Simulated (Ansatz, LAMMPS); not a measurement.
# Structural relaxation of Na+ FSI- in dimethoxyethane and ethylene carbonate and a fluorinated ether (TTE), from a frame at 350 K (144 atoms)

Wanted: the relaxed structure of Na+ FSI- in dimethoxyethane and ethylene carbonate and a fluorinated ether (TTE), from a frame at 350 K (144 atoms) and its electronic structure.

Main program and level: Ansatz 0.2.0; Kohn-Sham DFT, PBE+D3(BJ), PAW (set soft_2), plane waves.

## (1) Starting point

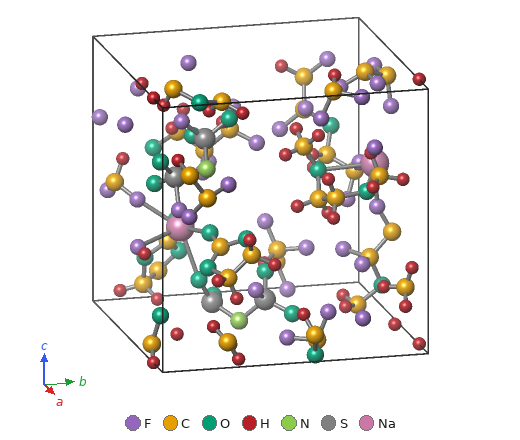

Start, viewed slightly off an axis; fluorine purple, carbon orange, oxygen teal, hydrogen red, nitrogen green, sulfur grey, sodium pink. Bonds to atoms that aren't drawn are left out. Some periodic images of atoms are drawn too.

The cell holds 144 atoms: 36 F, 34 C, 22 O, 44 H, 2 N, 4 S and 2 Na. Its edges and angles: a = 12.405 Å, b = 12.405 Å, c = 12.405 Å, α = 90.0°, β = 90.0°, γ = 90.0°. 2 dimethoxyethane, 2 ethylene carbonate, 4 a fluorinated ether (TTE), 2 Na+, 2 FSI- placed at random, at 1.47 g/cm³; overlaps pushed apart, then 10 ps at 550 K with Joung-Cheatham ions (J. Phys. Chem. B 112, 9020 (2008)); MMFF94 bonds, angles, torsions, charges and radii (Halgren, J. Comput. Chem. 17, 490 (1996)) in harmonic and 12-6 forms; charges of ions scaled by 0.8. Snapshot after 30 ps at 350 K and fixed volume.

Limits known from the start: The network of contacts between molecules at the start is that of the classical potential that made the cell. The Brillouin zone is sampled at Γ only, in a cell whose shortest periodic width is 12 Å.

## (2) How the cell was made

A classical potential supplies the starting structure, since it reaches far longer times than DFT.

This step: classical MD, Joung-Cheatham ions (J. Phys. Chem. B 112, 9020 (2008)); MMFF94 bonds, angles, torsions, charges and radii (Halgren, J. Comput. Chem. 17, 490 (1996)) in harmonic and 12-6 forms; charges of ions scaled by 0.8 (LAMMPS 22 Jul 2025 - Update 4).

File in.lmp:

```
# Na+ FSI- in dimethoxyethane and ethylene carbonate and a fluorinated ether (TTE)
units real
atom_style full
boundary p p p
bond_style harmonic
angle_style harmonic
dihedral_style opls
improper_style harmonic
special_bonds lj 0 0 0.5 coul 0 0 0.75
read_data data.lmp
neigh_modify delay 0 every 1 check yes one 4000
comm_modify cutoff 12.0
timestep 0.5
thermo_style custom step time temp pe press density
thermo_modify norm yes
# push overlapping molecules apart
pair_style soft 2.6
pair_coeff * * 0.0
variable a equal ramp(1,60)
fix ad all adapt 1 pair soft a * * v_a
velocity all create 550 650780 mom yes dist gaussian
fix lim all nve/limit 0.03
fix lan all langevin 550 550 50 650781 zero yes
thermo 1000
run 3000 post no
unfix ad
pair_style lj/cut/coul/long 9.0
pair_modify mix arithmetic tail yes
pair_coeff 1 1 0.0801 2.5590   # F
pair_coeff 2 2 0.0678 3.3680   # C
pair_coeff 3 3 0.0763 3.0430   # O
pair_coeff 4 4 0.0216 2.5400   # H
pair_coeff 5 5 0.0763 2.9870   # O
pair_coeff 6 6 0.0678 3.4070   # C
# [... 22 lines left out ...]
compute msd all msd com yes
thermo 7500
fix md all nvt temp 350 350 100
run 30000 post no
print "== T350: mean square displacement over the hold $(c_msd[4]:%.2f) A^2"
unfix md
uncompute msd
write_dump all custom T350.dump id type xs ys zs modify sort id
```

Run with:

```console
$ lmp -in in.lmp -log none -nocite
```

Numbers of over 12 decimals in the logs are rounded to 6 here.

The log of the run:

```text
LAMMPS (22 Jul 2025 - Update 4)
Reading data file ...
  orthogonal box = (0 0 0) to (12.40461 12.40461 12.40461)
  144 atoms
  orthogonal box = (0 0 0) to (12.40461 12.40461 12.40461)
  134 bonds
  236 angles
  224 dihedrals
  2 impropers
   Step          Time           Temp          PotEng         Press         Density
         0   0              550            0.6656146     -1488.4557      1.4709994
      1000   500            586.90907      1.9074785      13831.543      1.4709994
      2000   1000           524.44848      1.9157911      11110.564      1.4709994
      3000   1500           536.85498      1.8562994      594.84478      1.4709994
Loop time of 0.198162 s on 1 MPI rank(s) for 3000 steps with 144 atoms
PPPM initialization ...
  G vector (1/distance) = 0.30388887
  grid = 8 8 8
  estimated relative force accuracy = 2.6293033e-05
   Step          Time           Temp          PotEng         Press         Density
      3000   1500           536.85498      3.2892479     -4515.3207      1.4709994
      3100   1550           536.85498      0.90185514     4288.0842      1.4709994
      3200   1600           536.85498      0.7103677      2318.4648      1.4709994
      3300   1650           536.85498      0.6570652      2966.581       1.4709994
Loop time of 0.266228 s on 1 MPI rank(s) for 300 steps with 144 atoms
[... 2 lines left out ...]
  Energy initial, next-to-last, final =
      3.28924786471011  0.657454841504273  0.657065204502783
  Force two-norm initial, final = 544.69622 9.4431654
  Iterations, force evaluations = 300 593
   Step          Time           Temp          PotEng         Press         Density
         0   0              550            0.6570652      3100.7694      1.4709994
      1000   500            499.92564      2.2449602     -10685.308      1.4709994
      2000   1000           495.29591      2.1788342      3127.3644      1.4709994
Loop time of 0.694745 s on 1 MPI rank(s) for 2000 steps with 144 atoms
   Step          Time           Temp          PotEng         Press         Density
      2000   1000           495.29591      2.1788342      3127.3644      1.4709994
[... 5 lines left out ...]
Loop time of 3.67774 s on 1 MPI rank(s) for 10000 steps with 144 atoms
   Step          Time           Temp          PotEng         Press         Density
[... 4 lines left out ...]
Loop time of 1.81596 s on 1 MPI rank(s) for 5000 steps with 144 atoms
   Step          Time           Temp          PotEng         Press         Density
[... 2 lines left out ...]
     30000   29000          335.3695       1.4318889      394.141        1.4709994
     37500   36500          349.76052      1.3418674     -5670.5052      1.4709994
     45000   44000          367.82547      1.3538614     -2055.2496      1.4709994
     47000   46000          374.22719      1.5341099     -3251.7261      1.4709994
Loop time of 10.8802 s on 1 MPI rank(s) for 30000 steps with 144 atoms
== T350: mean square displacement over the hold 19.91 A^2
```

Run time: 18 s. Hardware: 1 thread of Intel Xeon 6975P-C (Granite Rapids), shared host; peak memory 0.12 GiB.

The input also reads data.lmp (atoms, bonds and types; not printed here).

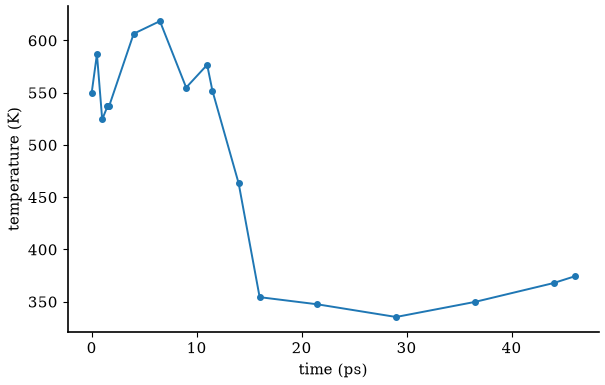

Temperature against time.

## (3) Single point at the start

A single point comes first, to see the forces before anything moves.

File input.yaml:

```yaml
crystal:
  lattice:
    - [12.40461, 0.0, 0.0]
    - [0.0, 12.40461, 0.0]
    - [0.0, 0.0, 12.40461]
  atoms:
    - { symbol: F, position: [0.50128, 0.93816, 0.42627] }
    - { symbol: C, position: [0.51734, 0.98991, 0.33093] }
    - { symbol: F, position: [0.42988, 0.05669, 0.31566] }
    - { symbol: C, position: [0.51713, 0.90594, 0.24055] }
    - { symbol: F, position: [0.43176, 0.82911, 0.25445] }
    - { symbol: F, position: [0.6152, 0.85234, 0.24479] }
    - { symbol: O, position: [0.51253, 0.95422, 0.13084] }
    - { symbol: C, position: [0.48708, 0.86774, 0.05605] }
    - { symbol: C, position: [0.50505, 0.89173, 0.93932] }
    - { symbol: F, position: [0.47934, 0.80491, 0.88126] }
    - { symbol: F, position: [0.61184, 0.91134, 0.92287] }
    - { symbol: C, position: [0.44429, 0.99026, 0.90162] }
    - { symbol: F, position: [0.4685, 0.99899, 0.79262] }
    - { symbol: F, position: [0.33567, 0.97012, 0.91279] }
    - { symbol: H, position: [0.58825, 0.04042, 0.33396] }
    - { symbol: H, position: [0.55114, 0.80615, 0.07023] }
    - { symbol: H, position: [0.40517, 0.83488, 0.07157] }
    - { symbol: H, position: [0.46367, 0.06302, 0.94283] }
    - { symbol: F, position: [0.02355, 0.16325, 0.79837] }
    - { symbol: C, position: [0.96484, 0.11177, 0.72566] }
    - { symbol: F, position: [0.02027, 0.02051, 0.69824] }
    - { symbol: C, position: [0.95183, 0.18188, 0.63236] }
    - { symbol: F, position: [0.90028, 0.2743, 0.66303] }
    - { symbol: F, position: [0.89604, 0.12786, 0.55039] }
    - { symbol: O, position: [0.0493, 0.21434, 0.57745] }
    - { symbol: C, position: [0.1066, 0.28958, 0.64823] }
    - { symbol: C, position: [0.14763, 0.38095, 0.58147] }
    - { symbol: F, position: [0.06741, 0.41753, 0.51447] }
    - { symbol: F, position: [0.2385, 0.3509, 0.52532] }
    - { symbol: C, position: [0.19131, 0.46515, 0.66802] }
    - { symbol: F, position: [0.24191, 0.55297, 0.62355] }
    - { symbol: F, position: [0.10922, 0.49873, 0.72794] }
    [... 106 atom lines left out ...]
    - { symbol: S, position: [0.48392, 0.52107, 0.09936] }
    - { symbol: O, position: [0.5498, 0.60675, 0.05749] }
    - { symbol: O, position: [0.40475, 0.54265, 0.1827] }
    - { symbol: F, position: [0.57472, 0.46264, 0.16344] }
    - { symbol: Na, position: [0.53788, 0.91979, 0.59989] }
    - { symbol: Na, position: [0.33532, 0.24067, 0.35227] }
kpoints:
  mp_grid: { grid: [1, 1, 1] }
hamiltonian:
  xc: pbe
  dispersion: d3bj
scf:
  occupations: { method: fermi_dirac, width: 0.05 }
output:
  forces: true
  stress: true
  populations: true
  dos:
    method: { smearing: { sigma: 0.15 } }
    de: 0.1
    projected: { site_lists: { C: [C], F: [F], H: [H], "N": ["N"], Na: [Na] } }
  eigenvalues: true
```

Run with:

```console
$ ansatz run input.yaml --threads 4 --pin off --max-ram 8192MiB --backend cpu --events-out ev --progress --plain --runs-dir out
```

The log of the run:

```text
Engine: ansatz 0.2.0, x86_64-unknown-linux-gnu
Pseudopotentials: kind: paw
Pseudopotential: F, paw, valence charge 7, recommended cutoff 420 eV (normal), F.paw.azcp
Pseudopotential: C, paw, valence charge 4, recommended cutoff 420 eV (normal), C.paw.azcp
Pseudopotential: O, paw, valence charge 6, recommended cutoff 420 eV (normal), O.paw.azcp
Pseudopotential: H, paw, valence charge 1, recommended cutoff 420 eV (normal), H.paw.azcp
Pseudopotential: N, paw, valence charge 5, recommended cutoff 420 eV (normal), N.paw.azcp
Pseudopotential: S, paw, valence charge 6, recommended cutoff 420 eV (normal), S.paw.azcp
Pseudopotential: Na, paw, valence charge 9, recommended cutoff 420 eV (normal), Na.paw.azcp
[... 5 lines on functional and potentials left out ...]
Crystal: 144 atoms, lattice volume = 1908.751 Å³
Basis set: ecut = 420 eV, 37385 PW (Γ), exchange–correlation on 180×180×180 points (8 copies of the dense FFT grid, shifted against one another)
Bands: 452, of which v1, the nominal top of the filled ones, is band 308 counted from 1 (307 counted from 0)
Symmetry: 1 space group operations
Space group: P1 (ITA 1), of the structure as read, at distance tolerance 1.2e-4 Å
k-points: 1
[... 15 lines on functional and potentials left out ...]
Initial density: superposition of atomic densities (neutral atoms: chi_scale 0, normalization atom), corrected by the library's trained network
Initial wavefunctions: pseudopotential atomic-orbital guess
Functional: x = pbe(κ = 0.804, μ = 0.219515), c = pbe(β = 0.066725)
SCF iter   1: F=—  HF=-58134.275190 eV  |F-HF|=—  |Δ(HF+E_count)|=         —  Δρ=5.80e-3  dr2=7.74e-1  ethr=1.77e-3  ⟨swp⟩=6.0  Hψ=1936  notcnv=0  defer=109
preconditioner: auto → Resta (q_TF=auto, 2.260 Å⁻¹)  ε∞=2.4  [insulator: Δε(μ)=4.768 eV  Ē_g=17.439 eV  σ=0.050 eV  W_gap=1.00  n_scr=364 (ndim 8)  ℏωp=20.7 eV  f_vac=0.355  D(μ)=0.00/eV (n_scr^D=0)  ε∞_Penn≈2.4]
SCF iter   2: F=—  HF=-58134.059872 eV  |F-HF|=—  |Δ(HF+E_count)|=   2.15e-1  Δρ=3.00e-3  dr2=1.73e-1  ethr=1.26e-4  ⟨swp⟩=3.0  Hψ=775  notcnv=0  defer=137
SCF iter   3: F=—  HF=-58134.034114 eV  |F-HF|=—  |Δ(HF+E_count)|=   2.58e-2  Δρ=1.37e-3  dr2=5.64e-2  ethr=2.81e-5  ⟨swp⟩=2.0  Hψ=583  notcnv=0  defer=137
SCF iter   4: F=—  HF=-58134.019795 eV  |F-HF|=—  |Δ(HF+E_count)|=   1.43e-2  Δρ=6.00e-4  dr2=8.63e-3  ethr=9.15e-6  ⟨swp⟩=2.0  Hψ=773  notcnv=0  defer=138
SCF iter   5: F=—  HF=-58134.017840 eV  |F-HF|=—  |Δ(HF+E_count)|=   1.96e-3  Δρ=3.45e-4  dr2=2.14e-3  ethr=1.40e-6  ⟨swp⟩=3.0  Hψ=585  notcnv=0  defer=138
SCF iter   6: F=—  HF=-58134.017391 eV  |F-HF|=—  |Δ(HF+E_count)|=   4.49e-4  Δρ=1.09e-4  dr2=2.25e-4  ethr=3.48e-7  ⟨swp⟩=3.0  Hψ=585  notcnv=0  defer=138
SCF iter   7: F=—  HF=-58134.017376 eV  |F-HF|=—  |Δ(HF+E_count)|=   1.52e-5  Δρ=4.78e-5  dr2=4.00e-5  ethr=3.65e-8  ⟨swp⟩=2.0  Hψ=575  notcnv=0  defer=138
SCF iter   8: F=—  HF=-58134.021843 eV  |F-HF|=—  |Δ(HF+E_count)|=   4.47e-3  Δρ=1.82e-5  dr2=6.07e-6  ethr=6.50e-9  ⟨swp⟩=2.0  Hψ=622  notcnv=0  defer=138
SCF iter   9: F=—  HF=-58134.021843 eV  |F-HF|=—  |Δ(HF+E_count)|=   6.31e-8  Δρ=6.92e-6  dr2=9.14e-7  ethr=9.86e-10  ⟨swp⟩=2.0  Hψ=575  notcnv=0  defer=138
SCF iter  10: F=—  HF=-58134.021843 eV  |F-HF|=—  |Δ(HF+E_count)|=   7.03e-8  Δρ=2.97e-6  dr2=1.63e-7  ethr=1.48e-10  ⟨swp⟩=2.0  Hψ=609  notcnv=0  defer=138
SCF iter  11: F=-58134.021843 eV  HF=-58134.021843 eV  |F-HF|=8.60e-9  |Δ(HF+E_count)|=   2.86e-8  Δρ=8.71e-7  dr2=1.79e-8  ethr=1.62e-11  ⟨swp⟩=16.0  Hψ=2764  notcnv=0
SCF 1 converged in 11 iterations: F = -58134.021843 eV  dr2 = 1.79e-8
  greatest PAW one-centre occupation: 0.999 electrons in one spin orbital (limit 2), on the Na atom at site 143 (counted from 0), in its partial waves of l = 0
SCF converged after 11 iterations
Free energy (F): -58134.021843 eV
Harris-Foulkes:  -58134.021843 eV  (|F-HF|=8.60e-9)
Internal energy: -58134.021843 eV  (E = F + TS)
E sigma→0 (E₀):  -58134.021843 eV
Fermi energy:    2.006229 eV
--- Per-component energies (eV) ---
  E_band       = -6379.650282
  E_kinetic    = 15937.409189
  E_local      = -71561.877375  (includes V_loc(G=0)·N_el)
  E_nonlocal   = 5112.022804
  E_hartree    = 28270.238892
  E_xc         = -7078.289613
  E_vxc        = -8846.461735  (∫ρ·V_xc dr)
  E_paw        = -17277.999384  (= ΣΔE_a)
  E_vpaw       = -3561.288896  (= ΣTr[D̂ρ^β])
  E_aug_tail   = 0.067192  (compensation charges beyond the density's cutoff)
  E_ewald      = -11528.663237
  E_disp       = -6.930312  (pairwise vdW)
  E_smearing   = -0.000000  (= −TS)
  E_closure    = 0.000000  (closes the sum)
  Σ components = -58134.021843   (vs F -58134.021843, Δ=0.00e0)
--- Forces (eV/Å), atoms counted from 1 ---
  atom   1  F      0.57079247    -0.15869157    -0.66873220
  atom   2  C     -1.42002222     0.58931055    -0.35692126
  atom   3  F      0.28717998    -0.16012002    -0.14063203
  atom   4  C     -0.22873186    -0.96702624    -2.81238728
  atom   5  F      2.13514879     1.68108818    -0.15682303
  atom   6  F     -0.99820039    -0.07336670     0.42434817
  atom   7  O     -0.75023635    -0.73088351     2.12754861
  atom   8  C      0.75515485    -1.52330423     1.29188633
  atom   9  C     -0.17113429     1.36276578     1.04764958
  atom  10  F     -0.43746275    -0.73736877    -0.41273004
  atom  11  F      0.65649240     0.07281295    -0.32413150
  atom  12  C     -0.80273142    -1.08182441    -1.68003248
  atom  13  F     -0.64143725     0.05546787     0.41144476
  atom  14  F      0.29986448     0.20055468    -0.13000769
[...]
atom 143  Na     0.02157336    -0.09453842     0.45984332
  atom 144  Na    -0.19919943     0.19580640    -0.19460896
  max |Σ_I F_I| component: 6.23e-5 eV/Å
--- Stress (GPa, compression-positive) ---
        1.263309      -0.458349       0.908380
       -0.458348       2.289456      -0.173166
        0.908380      -0.173166       0.889204
  P = ⅓ Tr σ = 1.4807 GPa (14.807 kbar)
--- Band table (eV) ---
  k-point 0: bands = ["-50.5313", "-50.1803", "-27.4080", "-27.3067", [... 436 levels ...], "10.2326", "10.2752", "10.3200", "10.3574", "10.3741", "10.4241", "10.4328", "10.4897", "10.5424", "10.5967", "10.6676", "10.6853"]
--- Löwdin populations: 144 sites ---
  site symbol       q [e]
     0      F      7.2271
     1      C      3.5301
     2      F      7.2398
[...]
143     Na      8.2041
  spilling = 0.012417 (of n_electrons = 616.000000)
```

Run time: 18 s. Hardware: 4 threads of Intel Xeon 6975P-C (Granite Rapids), shared host; peak memory 2.8 GiB.

The run gave:

```yaml
free_energy: -58134.0218 eV
free_energy_per_atom: -403.7085 eV/atom
scf_cycles: 11
pressure: 1.481 GPa
r_m_s_force_component: 1.187 eV/Å
longest_force: 7.516 eV/Å
fermi_energy: 2.006 eV
spacing_of_highest_filled_and_lowest_empty_level: 4.431 eV
spilling_of_the_projection: 0.01242
```

The r.m.s. force component of 1.2 eV/Å and the pressure of 1.5 GPa set the starting point.

Neighbours are counted within 1.34 Å (H-C), 1.62 Å (F-C), 1.98 Å (F-S), 2.61 Å (F-Na), 1.85 Å (C-C), 1.73 Å (C-O), 1.88 Å (O-S), 3.02 Å (O-Na), 2.02 Å (S-N).

Length of the force by element and coordination:

```tsv
element	coordination	atoms	mean length of the force (eV/Å)	spread	least	most
C	all	34	2.29	1.07	0.766	4.85
C	3	2	3.23	0.843	2.38	4.07
C	4	32	2.23	1.05	0.766	4.85
F	all	36	1.35	0.699	0.252	2.98
F	1	32	1.37	0.706	0.252	2.98
F	2	4	1.22	0.624	0.358	1.91
H	all	44	1.12	0.663	0.148	3.87
N	all	2	2.19	1.26	0.927	3.46
Na	all	2	0.405	0.0648	0.340	0.47
Na	5	1	0.340	0	0.340	0.340
Na	6	1	0.47	0	0.47	0.47
O	all	22	2.09	1.01	0.601	4.13
O	1	5	2.20	1.16	0.631	3.94
O	2	15	2.14	0.987	0.601	4.13
O	3	2	1.48	0.485	0.993	1.96
S	all	4	4.23	2.75	1.41	7.52
```

[end of part 1 of 3]

[Logs are printed without paths, hosts, clocks, repeated set-up lines and the standing remarks that a program may print on its own settings, such as how far it seeks lower states.]

[Hosts, paths, dates, database ids (printed as entryN), source tags and the programs' standing remarks are cut or masked in the printed files.]

[The MMFF94 radii named for the starting cell were scaled by 0.96; in molecules described by MMFF94, hydrogen bound to N, O or S took a small fixed 12-6 site in their place.]
